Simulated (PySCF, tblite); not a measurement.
# C5H10BNSSi: infrared bands, NMR shifts and electronic excitations in gas and solvents, part 2 of 2

tblite 0.8.0 and PySCF 2.14.0. Atoms count from 0.

### Step 6. Ultraviolet spectrum: wB97X-D/def2-SVPD

Job settings and geometry (Å):

```
{"job": {"kind": "uv", "xc": "wB97X-D", "basis": "def2-SVPD", "ip": true}, "charge": 0, "multiplicity": 1}
Si     3.068641    -0.001902    -0.856348
S      1.946387    -1.808745    -0.838634
B      0.872957    -1.404354     0.688393
N     -0.365903    -0.442637     0.292614
C     -0.802063    -0.299322    -0.963787
C     -1.907503     0.486327    -1.264881
C     -2.573932     1.141220    -0.235158
C     -2.106673     0.986944     1.070059
C     -0.997290     0.189371     1.293457
H      3.975089     0.003994    -2.045787
H      2.173230     1.199977    -0.961440
H      3.891761     0.164743     0.380487
H      1.480151    -0.799315     1.557465
H      0.366745    -2.437929     1.093808
H     -0.213271    -0.834628    -1.715271
H     -2.230135     0.579535    -2.302911
H     -3.443534     1.768572    -0.443457
H     -2.591230     1.484003     1.911594
H     -0.573662     0.030593     2.286979
```

Level: TDDFT wB97X-D/def2-SVPD, vertical, gas phase, core orbitals frozen in the response.

Standard output:

```text
coarse grid: 17032 points
cycle   1  E = -963.2220304826  dE =  1.391e+00  |g| = 3.766e-01  |ddm| = 1.182e+01
cycle   2  E = -963.2547170391  dE = -3.269e-02  |g| = 2.711e-01  |ddm| = 2.273e+00
cycle   3  E = -963.2747267507  dE = -2.001e-02  |g| = 6.061e-02  |ddm| = 1.161e+00
cycle   4  E = -963.2754679544  dE = -7.412e-04  |g| = 3.798e-02  |ddm| = 3.291e-01
cycle   5  E = -963.2758341764  dE = -3.662e-04  |g| = 5.454e-03  |ddm| = 1.027e-01
cycle   6  E = -963.2758433016  dE = -9.125e-06  |g| = 1.546e-03  |ddm| = 2.974e-02
final grid: 155632 points
cycle   7  E = -963.3890267300  dE = -1.150e-04  |g| = 5.827e-03  |ddm| = 2.831e-01
cycle   8  E = -963.3890311570  dE = -4.427e-06  |g| = 4.563e-03  |ddm| = 3.911e-02
cycle   9  E = -963.3890357738  dE = -4.617e-06  |g| = 1.095e-03  |ddm| = 1.116e-02
cycle  10  E = -963.3890360486  dE = -2.748e-07  |g| = 4.268e-04  |ddm| = 3.812e-03
cycle  11  E = -963.3890361219  dE = -7.325e-08  |g| = 1.361e-04  |ddm| = 2.235e-03
cycle  12  E = -963.3890361305  dE = -8.613e-09  |g| = 5.263e-05  |ddm| = 6.040e-04
cycle  13  E = -963.3890361320  dE = -1.516e-09  |g| = 1.493e-05  |ddm| = 2.689e-04
cycle  14  E = -963.3890361322  dE = -1.569e-10  |g| = 5.252e-06  |ddm| = 1.390e-04
converged SCF energy = -963.3890361322

Static polarisability (au): isotropic 129.249, principal 106.775 124.868 156.104

Singlet excitations
state   eV       nm        f      main configurations
  1   4.1554    298.4   0.00088   H->L 0.96
  2   4.9577    250.1   0.00111   H->L+1 0.95
  3   5.0642    244.8   0.06475   H-1->L 0.93
  4   5.3626    231.2   0.02404   H-3->L 0.55, H-1->L+1 0.24
  5   5.6445    219.7   0.04236   H-2->L 0.90
  6   5.9904    207.0   0.03822   H-1->L+1 0.67, H-3->L 0.22
  7   6.1095    202.9   0.04548   H->L+3 0.78
  8   6.4882    191.1   0.02529   H-2->L+1 0.82
  9   6.5367    189.7   0.02246   H-3->L+1 0.37, H-4->L 0.33
 10   6.5789    188.5   0.01009   H->L+5 0.33, H->L+2 0.16, H->L+6 0.13

Triplet excitations (Tamm-Dancoff, eV): 4.0663 4.1687 4.4306 4.7653
Vertical ionisation energy (delta-SCF) = 8.3511 eV
Vertical electron affinity (delta-SCF) = 0.5417 eV
```

Wall time 10 min (1 thread of Arm Neoverse N1, shared host); peak memory 1.3 GiB.

Frontier orbitals and where they lie:

```csv
orbital,eV,atoms
HOMO−3,-10.60,"C4 21 %, C7 21 %, C8 19 %"
HOMO−2,-9.79,"S1 37 %, B2 21 %, Si0 10 %"
HOMO−1,-9.27,"S1 36 %, B2 20 %, H13 11 %"
HOMO,-8.21,"S1 68 %, Si0 10 %, B2 7 %"
LUMO,-0.54,"C6 24 %, N3 21 %, C8 12 %"
LUMO+1,0.18,"C7 20 %, C4 18 %, C5 18 %"
LUMO+2,1.75,"C6 16 %, C7 15 %, C5 12 %"
```

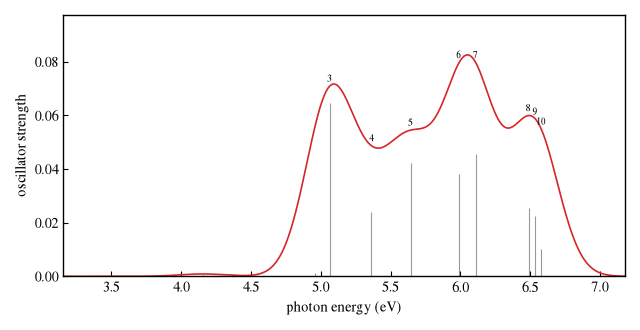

Absorption spectrum from the 10 singlet states computed; above the last one it falls off for lack of states. Lines are broadened to a width of 0.40 eV (Gaussian).

Further results of this job:

```csv
property,computed
dipole moment (D),7.71
polarisability (Å³),19.15
HOMO–LUMO gap (eV),7.67
−ε(HOMO) (eV),8.21
```

### Step 7. Nuclear shieldings: KT2/pcSseg-1

Same as in step 6 but for these lines:

```diff
@@ -1,2 +1,2 @@
-{"job": {"kind": "uv", "xc": "wB97X-D", "basis": "def2-SVPD", "ip": true}, "charge": 0, "multiplicity": 1}
+{"job": {"kind": "nmr", "xc": "KT2", "basis": "pcSseg-1", "pop": false}, "charge": 0, "multiplicity": 1}
 Si     3.068641    -0.001902    -0.856348
```

Level: GIAO KT2/pcSseg-1 NMR shielding, non-relativistic, gas phase.

Standard output:

```text
coarse grid: 17032 points
cycle   1  E = -974.2838121178  dE =  9.510e-01  |g| = 4.534e-01  |ddm| = 4.120e+00
cycle   2  E = -974.2231418069  dE =  6.067e-02  |g| = 6.315e-01  |ddm| = 1.677e+00
cycle   3  E = -974.3441076801  dE = -1.210e-01  |g| = 1.377e-01  |ddm| = 1.120e+00
cycle   4  E = -974.3488434445  dE = -4.736e-03  |g| = 6.497e-02  |ddm| = 2.136e-01
cycle   5  E = -974.3499709419  dE = -1.127e-03  |g| = 2.426e-02  |ddm| = 9.304e-02
cycle   6  E = -974.3501246821  dE = -1.537e-04  |g| = 5.919e-03  |ddm| = 2.926e-02
cycle   7  E = -974.3501325083  dE = -7.826e-06  |g| = 1.880e-03  |ddm| = 7.135e-03
final grid: 155632 points
cycle   8  E = -974.3877422059  dE = -3.060e-04  |g| = 1.729e-02  |ddm| = 9.348e-02
cycle   9  E = -974.3876796238  dE =  6.258e-05  |g| = 2.091e-02  |ddm| = 4.029e-02
cycle  10  E = -974.3877869811  dE = -1.074e-04  |g| = 5.854e-03  |ddm| = 3.282e-02
cycle  11  E = -974.3877939179  dE = -6.937e-06  |g| = 2.616e-03  |ddm| = 7.496e-03
cycle  12  E = -974.3877957680  dE = -1.850e-06  |g| = 4.743e-04  |ddm| = 2.940e-03
cycle  13  E = -974.3877958311  dE = -6.309e-08  |g| = 1.447e-04  |ddm| = 6.644e-04
cycle  14  E = -974.3877958358  dE = -4.761e-09  |g| = 7.154e-05  |ddm| = 2.064e-04
cycle  15  E = -974.3877958372  dE = -1.408e-09  |g| = 2.043e-05  |ddm| = 9.351e-05
cycle  16  E = -974.3877958373  dE = -1.119e-10  |g| = 5.938e-06  |ddm| = 2.716e-05
converged SCF energy = -974.3877958373

GIAO shielding tensors (ppm)
atom      isotropic    diamagn.    paramagn.     s11        s22        s33       span
  0 Si     416.609     881.763    -465.154    365.218    397.642    486.968    121.750
  1 S      781.288    1061.968    -280.680    680.606    803.149    860.108    179.503
  2 B      108.633     193.026     -84.393     86.015    112.529    127.355     41.341
  3 N       -6.994     332.851    -339.845   -138.782   -126.285    244.084    382.867
  4 C       42.268     253.789    -211.520    -47.881     15.309    159.377    207.258
  5 C       62.024     257.524    -195.500    -38.930     53.350    171.653    210.583
  6 C       51.423     253.456    -202.033    -50.213     28.230    176.253    226.466
  7 C       63.956     257.641    -193.685    -36.000     55.991    171.878    207.878
  8 C       41.381     252.708    -211.327    -47.715     32.449    139.408    187.123
  9 H       26.571      28.051      -1.480     22.871     23.944     32.897     10.026
 10 H       27.142      30.910      -3.768     22.618     27.335     31.474      8.856
 11 H       26.550      28.627      -2.077     23.176     23.861     32.612      9.436
 12 H       27.460      32.572      -5.112     22.301     28.540     31.540      9.239
 13 H       26.907      29.152      -2.245     22.008     28.107     30.605      8.596
 14 H       21.316      32.733     -11.416     14.658     18.620     30.671     16.013
 15 H       23.919      30.210      -6.291     20.577     24.471     26.709      6.132
 16 H       23.670      28.561      -4.891     20.593     24.442     25.975      5.382
 17 H       24.093      29.470      -5.377     20.876     25.003     26.400      5.524
 18 H       22.768      31.919      -9.151     18.061     22.218     28.025      9.963
```

It took 98 s on 1 thread of Arm Neoverse N1, shared host; peak memory 0.87 GiB.

Key values: δ C4 141.4, C6 131.8, C5 120.2, Si0 -55.6, H14 9.14, H16 7.51 ppm (means over like atoms).

### Step 8. Nuclear shieldings: PBE0/pcSseg-1 in dimethylsulfoxide

Same as in step 7 but for these lines:

```diff
@@ -1,2 +1,2 @@
-{"job": {"kind": "nmr", "xc": "KT2", "basis": "pcSseg-1", "pop": false}, "charge": 0, "multiplicity": 1}
+{"job": {"kind": "nmr", "xc": "PBE0", "basis": "pcSseg-1", "solvent": "dimethylsulfoxide", "pop": true}, "charge": 0, "multiplicity": 1}
 Si     3.068641    -0.001902    -0.856348
```

With the program's defaults for keys left out, this is: GIAO PBE0/pcSseg-1 NMR shielding, non-relativistic, IEF-PCM dimethylsulfoxide.

Standard output:

```text
coarse grid: 17032 points
cycle   1  E = -963.1531202058  dE =  1.144e+00  |g| = 3.473e-01  |ddm| = 4.061e+00
cycle   2  E = -963.1498815786  dE =  3.239e-03  |g| = 3.955e-01  |ddm| = 8.757e-01
cycle   3  E = -963.1892871870  dE = -3.941e-02  |g| = 8.493e-02  |ddm| = 4.156e-01
cycle   4  E = -963.1907035707  dE = -1.416e-03  |g| = 4.215e-02  |ddm| = 1.077e-01
cycle   5  E = -963.1911498390  dE = -4.463e-04  |g| = 6.753e-03  |ddm| = 4.259e-02
cycle   6  E = -963.1911583551  dE = -8.516e-06  |g| = 2.983e-03  |ddm| = 6.832e-03
final grid: 155632 points
cycle   7  E = -963.2429302488  dE = -4.002e-05  |g| = 8.860e-03  |ddm| = 4.321e-02
cycle   8  E = -963.2429218465  dE =  8.402e-06  |g| = 1.097e-02  |ddm| = 1.827e-02
cycle   9  E = -963.2429493750  dE = -2.753e-05  |g| = 1.434e-03  |ddm| = 9.465e-03
cycle  10  E = -963.2429497954  dE = -4.205e-07  |g| = 3.386e-04  |ddm| = 1.136e-03
cycle  11  E = -963.2429498178  dE = -2.238e-08  |g| = 1.263e-04  |ddm| = 3.416e-04
cycle  12  E = -963.2429498220  dE = -4.158e-09  |g| = 3.190e-05  |ddm| = 1.396e-04
cycle  13  E = -963.2429498222  dE = -2.665e-10  |g| = 6.182e-06  |ddm| = 4.107e-05
converged SCF energy = -963.2429498222

GIAO shielding tensors (ppm)
atom      isotropic    diamagn.    paramagn.     s11        s22        s33       span
  0 Si     403.040     878.875    -475.835    352.971    384.377    471.771    118.800
  1 S      815.592    1060.645    -245.054    729.585    832.571    884.619    155.034
  2 B      111.385     188.925     -77.540     89.117    115.978    129.060     39.943
  3 N       -3.502     333.100    -336.602   -147.062   -114.067    250.623    397.685
  4 C       33.450     253.385    -219.935    -68.062      7.314    161.098    229.160
  5 C       51.700     256.513    -204.813    -59.065     36.003    178.161    237.226
  6 C       34.955     253.170    -218.216    -79.528      1.839    182.552    262.079
  7 C       52.266     256.739    -204.473    -57.997     36.768    178.027    236.024
  8 C       31.318     251.894    -220.576    -67.806     16.313    145.448    213.254
  9 H       26.745      27.967      -1.222     22.969     24.028     33.237     10.268
 10 H       27.280      30.199      -2.920     22.677     27.645     31.516      8.838
 11 H       26.793      28.595      -1.802     23.278     24.198     32.904      9.626
 12 H       27.857      32.530      -4.673     22.638     28.801     32.131      9.492
 13 H       27.513      29.859      -2.346     22.532     28.657     31.350      8.819
 14 H       21.504      32.137     -10.633     14.840     18.942     30.731     15.891
 15 H       23.225      29.541      -6.316     19.625     23.530     26.521      6.896
 16 H       22.784      28.000      -5.216     19.575     23.061     25.715      6.140
 17 H       23.284      28.820      -5.535     19.865     23.954     26.034      6.169
 18 H       22.516      31.037      -8.521     17.472     21.817     28.260     10.787
```

Run time: 83 s. Hardware: 1 thread of Arm Neoverse N1, shared host; peak memory 1.2 GiB.

Key values: δ C4 153.1, C6 150.5, C5 133.5, Si0 -51.3, H14 9.23, H16 8.46 ppm (means over like atoms).

### Step 9. NMR shieldings: PBE0/pcSseg-1 in methanol

Same as in step 8 but for these lines:

```diff
@@ -1,2 +1,2 @@
-{"job": {"kind": "nmr", "xc": "PBE0", "basis": "pcSseg-1", "solvent": "dimethylsulfoxide", "pop": true}, "charge": 0, "multiplicity": 1}
+{"job": {"kind": "nmr", "xc": "PBE0", "basis": "pcSseg-1", "solvent": "methanol", "pop": false}, "charge": 0, "multiplicity": 1}
 Si     3.068641    -0.001902    -0.856348
```

Level: GIAO PBE0/pcSseg-1 NMR shielding, non-relativistic, IEF-PCM methanol.

Standard output:

```text
coarse grid: 17032 points
cycle   1  E = -963.1528554200  dE =  1.145e+00  |g| = 3.475e-01  |ddm| = 4.061e+00
cycle   2  E = -963.1495841728  dE =  3.271e-03  |g| = 3.958e-01  |ddm| = 8.776e-01
cycle   3  E = -963.1890560048  dE = -3.947e-02  |g| = 8.508e-02  |ddm| = 4.169e-01
cycle   4  E = -963.1904772973  dE = -1.421e-03  |g| = 4.226e-02  |ddm| = 1.080e-01
cycle   5  E = -963.1909263527  dE = -4.491e-04  |g| = 6.753e-03  |ddm| = 4.274e-02
cycle   6  E = -963.1909348730  dE = -8.520e-06  |g| = 2.986e-03  |ddm| = 6.847e-03
final grid: 155632 points
cycle   7  E = -963.2427075575  dE = -4.000e-05  |g| = 8.861e-03  |ddm| = 4.322e-02
cycle   8  E = -963.2426990905  dE =  8.467e-06  |g| = 1.099e-02  |ddm| = 1.829e-02
cycle   9  E = -963.2427266870  dE = -2.760e-05  |g| = 1.433e-03  |ddm| = 9.486e-03
cycle  10  E = -963.2427271071  dE = -4.200e-07  |g| = 3.397e-04  |ddm| = 1.138e-03
cycle  11  E = -963.2427271296  dE = -2.256e-08  |g| = 1.264e-04  |ddm| = 3.428e-04
cycle  12  E = -963.2427271338  dE = -4.173e-09  |g| = 3.199e-05  |ddm| = 1.400e-04
cycle  13  E = -963.2427271341  dE = -2.633e-10  |g| = 6.191e-06  |ddm| = 4.123e-05
converged SCF energy = -963.2427271341

GIAO shielding tensors (ppm)
atom      isotropic    diamagn.    paramagn.     s11        s22        s33       span
  0 Si     403.065     878.876    -475.811    352.986    384.398    471.811    118.825
  1 S      815.383    1060.635    -245.251    729.218    832.449    884.484    155.266
  2 B      111.366     188.936     -77.569     89.096    115.944    129.059     39.963
  3 N       -3.731     333.101    -336.832   -147.191   -114.644    250.644    397.835
  4 C       33.420     253.373    -219.953    -68.079      7.234    161.104    229.183
  5 C       51.730     256.526    -204.796    -59.034     36.088    178.135    237.169
  6 C       35.022     253.181    -218.159    -79.449      1.994    182.520    261.969
  7 C       52.310     256.753    -204.443    -57.946     36.875    178.002    235.948
  8 C       31.311     251.885    -220.574    -67.818     16.322    145.428    213.246
  9 H       26.745      27.968      -1.223     22.970     24.028     33.236     10.266
 10 H       27.283      30.208      -2.925     22.682     27.648     31.519      8.837
 11 H       26.792      28.594      -1.802     23.278     24.195     32.903      9.625
 12 H       27.854      32.526      -4.672     22.635     28.800     32.127      9.492
 13 H       27.508      29.847      -2.339     22.526     28.651     31.345      8.819
 14 H       21.500      32.136     -10.636     14.835     18.935     30.731     15.896
 15 H       23.232      29.548      -6.316     19.633     23.536     26.527      6.893
 16 H       22.792      28.007      -5.215     19.585     23.069     25.722      6.137
 17 H       23.292      28.827      -5.535     19.875     23.960     26.042      6.167
 18 H       22.517      31.044      -8.527     17.475     21.816     28.260     10.785
```

It took 78 s on 1 thread of Arm Neoverse N1, shared host; peak memory 1.2 GiB.

In short: δ C4 153.1, C6 150.4, C5 133.4, Si0 -51.3, H14 9.23, H16 8.45 ppm (means over like atoms).

### Step 10. Side by side: NMR shifts

Shifts (ppm) of some atoms, chosen among heavy atoms and hydrogens apart, means over like atoms, with basis size and wall time:

```csv
run,C4,C6,C5,H16,H15,S1,N3,functions,time
PBE0/pcSseg-1,153.3,145.0,129.9,7.93,7.52,-305,285.7,217,92 s
KT2/pcSseg-1,141.4,131.8,120.2,7.51,7.17,-263,271.3,217,98 s
PBE0/pcSseg-1 in dimethylsulfoxide,153.1,150.5,133.5,8.46,7.98,-320,272.0,217,83 s
PBE0/pcSseg-1 in methanol,153.1,150.4,133.4,8.45,7.98,-320,272.2,217,78 s
```

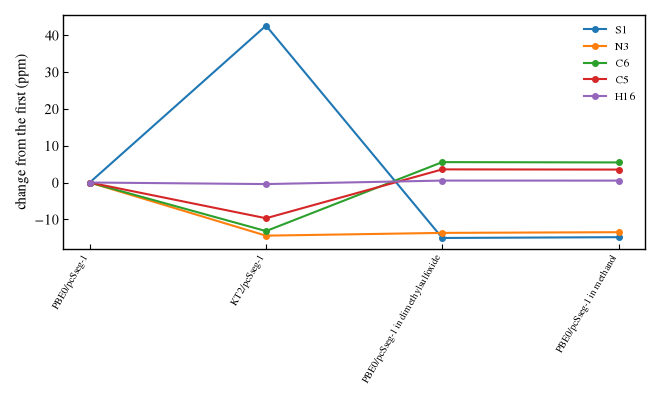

How five of the tabulated atoms move from run to run.

The continuum's effect on the ground state:

```csv
solvent,ε,polarisation energy (Eh),μ (D)
methanol,32.61,-0.0179,9.82
dimethylsulfoxide,46.83,-0.0182,9.86
```

### Step 11. Results

This closing draws on all 2 parts.

| quantity | value |
| --- | --- |
| strongest single infrared mode (GFN2-xTB) | 784 cm⁻¹, 423 km/mol |
| zero-point energy (GFN2-xTB) | 85.7 kcal/mol |
| point group | C1 |
| rotational constants (main isotopes) | 2.48, 0.62, 0.61 GHz |
| ¹³C shifts against TMS (PBE0/pcSseg-1, means over atoms taken as alike) | 153.3, 145.0, 129.9 ppm |
| ¹H shifts against TMS (PBE0/pcSseg-1, means over atoms taken as alike) | 9.40, 7.93, 7.52, 4.31, 3.86 ppm |
| ²⁹Si shifts against TMS (PBE0/pcSseg-1) | -52.3 ppm |
| ³³S shifts against CS2 (PBE0/pcSseg-1) | -305 ppm |
| ¹¹B shifts against BF3·OEt2 (PBE0/pcSseg-1) | -9.2 ppm |
| ¹⁵N shifts against NH3 (PBE0/pcSseg-1) | 285.7 ppm |
| lowest singlet (wB97X-D/def2-SVPD) | 4.16 eV (298 nm), f = 0.001 |
| brightest single state of those computed | state 3, 5.06 eV, f = 0.065 |
| lowest triplet | 4.07 eV |
| vertical ionisation energy (ΔSCF) | 8.35 eV |
| vertical electron affinity (ΔSCF) | 0.54 eV |
| range of the shift of S1 (PBE0/pcSseg-1 runs) | -320 to -305 ppm |

In words: Over 86 steps the energy fell by 0.282 eV; of the close pairs, Si0–S1 changed most, 2.154 to 2.110 Å (GFN2-xTB). No mode is imaginary among the 51: a minimum at this level. The strongest single mode, at 784 cm⁻¹, moves mainly H10 and H9. GFN2-xTB is a fitted tight-binding method: band positions and strengths are rough. Its intensities can rank the bands wrongly. The optimisation took 15 steps and gained 0.315 eV; among the close pairs (by a distance rule), B2–N3 changed most, from 1.518 to 1.618 Å (PBE0/def2-SVP). At PBE0/pcSseg-1: The widest tensor belongs to N3: span 412 ppm, with a paramagnetic part of -353 ppm. NICS(1)zz of -27 ppm above the planar ring from N3 marks a diatropic (aromatic) ring current. The lowest singlet, at 4.16 eV, is HOMO→LUMO 0.96 and is dark; of the 10 states computed, the strongest absorption comes from state 3 at 5.06 eV. The lowest triplet lies 0.09 eV below the lowest singlet (triplets in Tamm-Dancoff, singlets in full TDDFT). ΔSCF puts the ionisation energy at 8.35 eV, 0.14 eV above −ε(HOMO). At one level, PBE0/pcSseg-1: Across the 3 runs the shift of S1 moves most, between -320 (PBE0/pcSseg-1 in dimethylsulfoxide) and -305 ppm (PBE0/pcSseg-1). The continuum holds electrostatics alone: no hydrogen bonds to the solvent, and the gas-phase geometry is kept.
